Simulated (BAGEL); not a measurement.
# CH5FGe (SMILES [CH3][GeH2][F]) at HF/3-21G (density fitting with qzvpp-jkfit)

Aim: the energy change on altering one bond length of CH5FGe at HF/3-21G (density fitting with qzvpp-jkfit), from 2 runs. 

The calculation is run with BAGEL 1.2.2.

1 further run of the same task is left out (it didn't finish).

**1. The system as given**

The species is CH5FGe (8 atoms), meant as a singlet with charge 0. As SMILES, `[CH3][GeH2][F]`. The shape is that of a PBE0-D4/def2-TZVP optimisation.

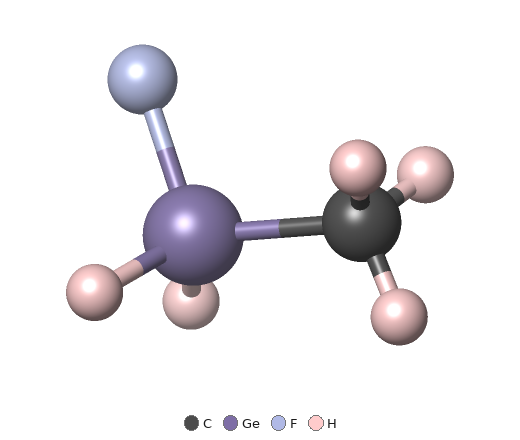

Viewed from a chosen angle; carbon dark grey, germanium purple, fluorine light blue, hydrogen pink.

**2. A single-point energy at HF/3-21G (density fitting with qzvpp-jkfit)**

calc.json reads:

```json
{ "bagel": [

{
  "title": "molecule",
  "basis": "3-21g",
  "df_basis": "qzvpp-jkfit",
  "angstrom": true,
  "geometry": [
    { "atom": "C", "xyz": [   -0.598200,    0.789100,   -0.332100 ] },
    { "atom": "Ge", "xyz": [    0.468300,   -0.734500,    0.207400 ] },
    { "atom": "F", "xyz": [    1.437000,   -0.203900,    1.562200 ] },
    { "atom": "H", "xyz": [   -1.229500,    0.526100,   -1.183100 ] },
    { "atom": "H", "xyz": [    0.052600,    1.615500,   -0.619000 ] },
    { "atom": "H", "xyz": [   -1.235200,    1.108200,    0.493200 ] },
    { "atom": "H", "xyz": [    1.473200,   -1.188800,   -0.864100 ] },
    { "atom": "H", "xyz": [   -0.368100,   -1.911600,    0.735600 ] }
  ]
},
{
  "title": "hf"
},
{
  "title": "print",
  "file": "orbitals.molden",
  "orbitals": true
}

]}
```

Launch:

```sh
BAGEL_NUM_THREADS=1 BAGEL calc.json > calc.out
```

Standard output:

```text
* using 1 threads per process

  ===============================================================
  ===============================================================

  *** Geometry ***

  { "atom" : "C", "xyz" : [     -1.130434,      1.491183,     -0.627578 ] },
  { "atom" : "Ge", "xyz" : [      0.884959,     -1.388004,      0.391929 ] },
  { "atom" : "F", "xyz" : [      2.715536,     -0.385315,      2.952130 ] },
  { "atom" : "H", "xyz" : [     -2.323418,      0.994185,     -2.235735 ] },
  { "atom" : "H", "xyz" : [      0.099400,      3.052853,     -1.169740 ] },
  { "atom" : "H", "xyz" : [     -2.334190,      2.094194,      0.932013 ] },
  { "atom" : "H", "xyz" : [      2.783945,     -2.246506,     -1.632912 ] },
  { "atom" : "H", "xyz" : [     -0.695608,     -3.612400,      1.390083 ] },

  Number of auxiliary basis functions:      508

  Since a DF basis is specified, we compute 2- and 3-index integrals:
    o Being stored without compression. Storage requirement is 0.010 GB

  Number of basis functions:       50
  Number of electrons      :       52

    * METHOD: MOLECULE                             0.17

  *** RHF ***

  === Nuclear Repulsion ===
   212.2925571921

      * DIIS with orbital gradients will be used.

  === RHF iteration (3-21g) ===
      0      -2204.72964383          0.02339140           0.04
      1      -2204.81885302          0.01293234           0.04
      2      -2204.84961140          0.00133817           0.04
      3      -2204.85022125          0.00041144           0.04
      4      -2204.85027022          0.00009467           0.04
      5      -2204.85027524          0.00001716           0.04
      6      -2204.85027544          0.00000317           0.03
      7      -2204.85027545          0.00000034           0.03
      8      -2204.85027545          0.00000011           0.03
      9      -2204.85027545          0.00000004           0.03
     10      -2204.85027545          0.00000001           0.03
    * SCF iteration converged.

    * Permanent dipole moment:
           (    0.687177,     0.070671,     0.822828) a.u.

    * METHOD: HF                                   0.51

    * METHOD: PRINT                                0.00

  ===============================================================
```

Wall time 0.84 s (1 thread of Arm Neoverse V2, shared host); peak memory 0.087 GiB.

**3. The distorted shape**

hf.json reads:

```json
{ "bagel": [

{
  "title": "molecule",
  "basis": "3-21g",
  "df_basis": "qzvpp-jkfit",
  "angstrom": true,
  "geometry": [
    { "atom": "C", "xyz": [   -1.451394,    2.007972,   -0.763697 ] },
    { "atom": "Ge", "xyz": [    0.468300,   -0.734500,    0.207400 ] },
    { "atom": "F", "xyz": [    1.437000,   -0.203900,    1.562200 ] },
    { "atom": "H", "xyz": [   -2.082694,    1.744972,   -1.614697 ] },
    { "atom": "H", "xyz": [   -0.800594,    2.834372,   -1.050597 ] },
    { "atom": "H", "xyz": [   -2.088394,    2.327072,    0.061603 ] },
    { "atom": "H", "xyz": [    1.473200,   -1.188800,   -0.864100 ] },
    { "atom": "H", "xyz": [   -0.368100,   -1.911600,    0.735600 ] }
  ]
},
{ "title": "hf" },
{ "title": "print", "file": "orbitals.molden", "orbitals": true }

]}
```

Launch:

```sh
BAGEL_NUM_THREADS=1 BAGEL hf.json > hf.out
```

Standard output:

```text
* using 1 threads per process

  ===============================================================
  ===============================================================

  *** Geometry ***

  { "atom" : "C", "xyz" : [     -2.742737,      3.794517,     -1.443178 ] },
  { "atom" : "Ge", "xyz" : [      0.884959,     -1.388004,      0.391929 ] },
  { "atom" : "F", "xyz" : [      2.715536,     -0.385315,      2.952130 ] },
  { "atom" : "H", "xyz" : [     -3.935721,      3.297519,     -3.051335 ] },
  { "atom" : "H", "xyz" : [     -1.512903,      5.356187,     -1.985341 ] },
  { "atom" : "H", "xyz" : [     -3.946493,      4.397529,      0.116413 ] },
  { "atom" : "H", "xyz" : [      2.783945,     -2.246506,     -1.632912 ] },
  { "atom" : "H", "xyz" : [     -0.695608,     -3.612400,      1.390083 ] },

  Number of auxiliary basis functions:      508

  Since a DF basis is specified, we compute 2- and 3-index integrals:
    o Being stored without compression. Storage requirement is 0.010 GB

  Number of basis functions:       50
  Number of electrons      :       52

    * METHOD: MOLECULE                             0.16

  *** RHF ***

  === Nuclear Repulsion ===
   176.3081352962

      * DIIS with orbital gradients will be used.

  === RHF iteration (3-21g) ===
      0      -2204.42139346          0.02888268           0.04
      1      -2204.53443520          0.02342550           0.03
      2      -2204.66068779          0.00242108           0.03
      3      -2204.66331453          0.00160715           0.03
      4      -2204.66409104          0.00025103           0.03
      5      -2204.66414840          0.00007844           0.04
      6      -2204.66415145          0.00001036           0.03
      7      -2204.66415152          0.00000194           0.04
      8      -2204.66415153          0.00000120           0.03
      9      -2204.66415153          0.00000027           0.04
     10      -2204.66415153          0.00000012           0.04
     11      -2204.66415153          0.00000002           0.04
     12      -2204.66415153          0.00000001           0.03
    * SCF iteration converged.

    * Permanent dipole moment:
           (    0.709926,     0.018956,     0.825784) a.u.

    * METHOD: HF                                   0.58

    * METHOD: PRINT                                0.00

  ===============================================================
```

It took 0.91 s on 1 thread of Arm Neoverse V2, shared host; peak memory 0.086 GiB.

**4. Outcome**

At HF/3-21G (density fitting with qzvpp-jkfit):

| quantity | value |
| --- | --- |
| first shape: total energy | -2204.85028 Eh |
| first shape: dipole moment | 2.73 D |
| first shape: HOMO energy | -12.21 eV |
| first shape: LUMO energy | 4.28 eV |
| first shape: HOMO–LUMO gap | 16.49 eV |
| distorted shape: total energy | -2204.66415 Eh |
| distorted shape: dipole moment | 2.77 D |
| distorted shape: HOMO energy | -7.86 eV |
| distorted shape: LUMO energy | -0.08 eV |
| distorted shape: HOMO–LUMO gap | 7.78 eV |
| energy change with the C1–Ge2 bond stretched from 1.936 to 3.486 Å | 5.065 eV |

One bond (distorted shape) is far stretched, which a spin-restricted single reference describes badly; a broken-symmetry solution may lie lower. With the C1–Ge2 bond stretched from 1.936 to 3.486 Å the energy rises by 5.06 eV (489 kJ/mol). The first shape isn't relaxed at this level, so the change isn't measured from a minimum. A restricted reference can't describe the breaking bond well at this length.
